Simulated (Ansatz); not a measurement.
Start from BAs in the zinc blende structure (space group F-43m, No. 216; a = 4.784 Å).

Now apply this change: a fraction x = 0.25 of the As sites is given to N, ordered in a cell of 8 atoms (starting symmetry Cm) and fully relaxed.

Computed with r2SCAN (Ansatz, an electronic-structure program; PAW; 500 eV plane waves; spin-orbit coupling left out).

The zone is the changed cell's own and can be folded.

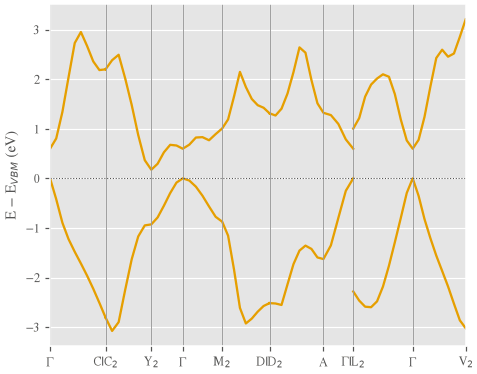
Figure: Highest valence and lowest conduction band along the path of the changed cell's own zone

The gap is 0.17 eV, indirect, Γ → Y₂; the base has 1.38 eV.

These are small ordered cells, not random alloys; other orderings at the same x differ. Stability against distortions was not tested. A zero or small gap of B4As3N can be the functional's error rather than a property of the material. Labels are those of the standard path for the cell's own space group.
